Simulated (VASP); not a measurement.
Band structure of SnP (space group I4mm). Level of theory: PBEsol GGA, VASP's PBE PAW potentials (set 64) (plane waves; VASP).

Unless said otherwise, spin-orbit coupling is left out, though it shifts the bands of the heavy elements here.

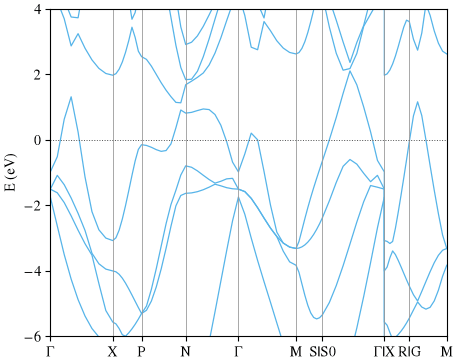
Fig. 1. Bands along high-symmetry lines, zero at the valence-band maximum or, without a gap, the Fermi level

Q: Read the plot: is there a gap, and where are the band edges?

A: It has no gap at this level: it comes out as a metal or semimetal. (Edges off the drawn lines would not show.)

The structure comes from a computed database's SnP entry (I4mm); how it stands against other phases isn't given here. It was relaxed first. The electron count is odd and the run is not spin-polarised, which forces a metal.
